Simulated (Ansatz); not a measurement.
System: BNSiZn (SMILES [B]1=N[Si][Zn]1).

Input

```
basis:
  gaussian:
    orbitals: def2-TZVPD
crystal:
  periodic: [false, false, false]
  atoms:
    - {symbol: B, position_ang: [-1.000206, 4.156668, 1.119555]}
    - {symbol: N, position_ang: [-0.285830, 3.822752, 0.023338]}
    - {symbol: Si, position_ang: [-1.391671, 3.346526, -1.155083]}
    - {symbol: Zn, position_ang: [-3.184462, 3.866569, 0.675433]}
hamiltonian:
  xc: pbe0
output: {forces: true, orbitals: {seedname: orbitals}}
```

Command:

```sh
ansatz run input.yaml --threads 1 --pin off --max-ram 2610MiB --events-out events.jsonl --progress --plain --runs-dir runs
```

Geometry: PBE0-D3(BJ)/pcseg-1.

These are results of Ansatz, isolated molecule in a Gaussian basis; Kohn-Sham density functional theory, functional PBE0, not measurements.

### Predict the electron density and electron localisation function between the atoms.

B–N (1.35 Å): ρ at the midpoint is about 2.1 e/Å³; the ELF peaks at about 0.90 between the atoms; a short, strongly polar bond.
Si–N (1.68 Å): ρ is about 1.1 e/Å³ halfway; the ELF peaks at about 0.85 between the atoms (a polar covalent bond).
Zn–B (2.25 Å): the density is about 0.38 e/Å³ at the midpoint; the ELF peaks at about 0.80 in the valence shell of B, 0.8 Å from its nucleus, and is about 0.35 at the midpoint.
Zn–Si (2.61 Å): ρ is about 0.28 e/Å³ halfway; the ELF peaks at about 0.65 in the valence shell of Si, 1.1 Å from its nucleus, and is about 0.50 at the midpoint.

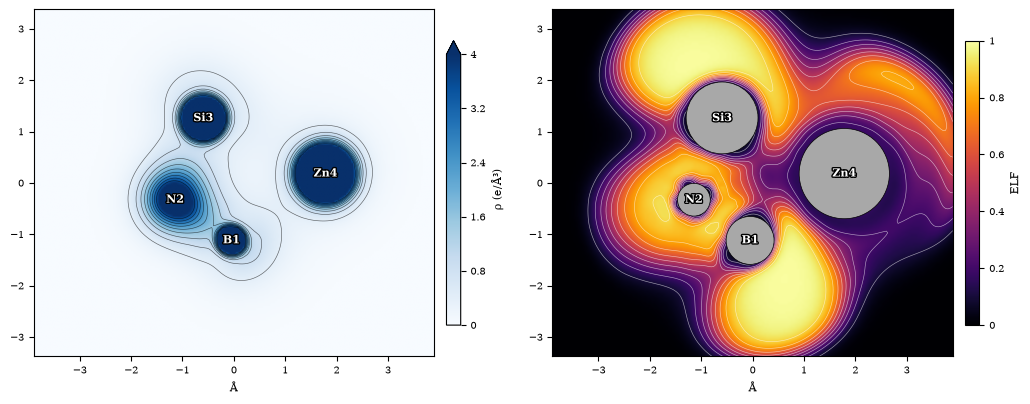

Computed electron density and electron localisation function on the molecular plane, in this order. Grey discs cover the atomic cores in the ELF map. 
